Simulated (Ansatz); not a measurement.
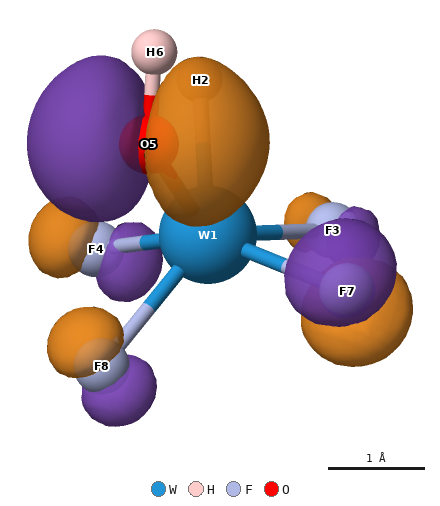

Figure. F$_{4}$H$_{2}$OW. The HOMO−1 at ±0.15 Å⁻³ᐟ² (orange and purple are the two phases), seen at an oblique angle.

Core potentials replace the inner electrons of W.

All numbers below come from RKS r2SCAN-D4/def2-SVP in Ansatz 0.2.0.

```yaml
atoms:
  - { symbol: W, position_ang: [0.0083, -0.0202, -0.0984] }
  - { symbol: H, position_ang: [-0.2961, 0.5666, 1.4691] }
  - { symbol: F, position_ang: [1.6835, -0.2059, 0.6979] }
  - { symbol: F, position_ang: [0.5353, 1.7587, -0.2907] }
  - { symbol: O, position_ang: [-1.8158, -0.3418, 0.2049] }
  - { symbol: H, position_ang: [-2.2289, -0.3146, 1.0797] }
  - { symbol: F, position_ang: [0.2643, -1.8443, -0.3752] }
  - { symbol: F, position_ang: [-0.5177, 0.2753, -1.8737] }
```

**Describe this orbital and give its energy.**

Its weight (Hirshfeld) is mainly on O5 (about 60 %) and F7 (about 20 %). Its energy is −9.74 eV.
